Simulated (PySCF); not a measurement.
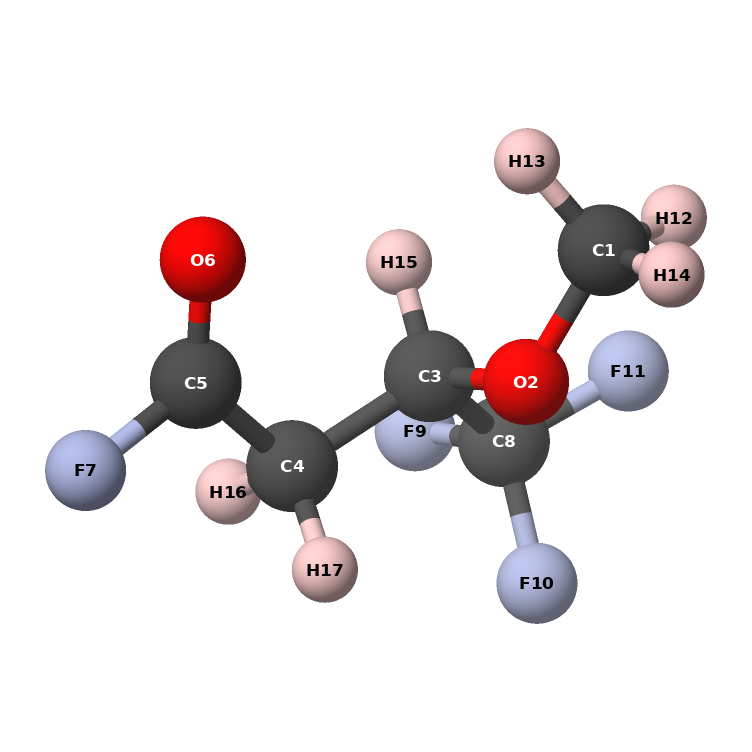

Computed geometry: GFN2-xTB optimisation. No frequency run is at hand to confirm it as a minimum. Electric field gradients from the ground-state density, PBE0/pcSseg-1 (PySCF 2.14.0), non-relativistic apart from any core potentials.

Give the largest field-gradient component, the quadrupole coupling constant and the asymmetry for 17O at O2 (Q = −25.6 mb), 17O at O6 (Q = −25.6 mb), 2H at H12 (Q = 2.86 mb), 2H at H13 (Q = 2.86 mb).

| atom | V_zz (a.u.) | e²qQ/h (MHz) | η |
| --- | --- | --- | --- |
| O2 | 2.063 | −12.41 | 0.95 |
| O6 | −1.570 | 9.44 | 0.44 |
| H12 | 0.293 | 0.197 | 0.08 |
| H13 | 0.291 | 0.195 | 0.08 |
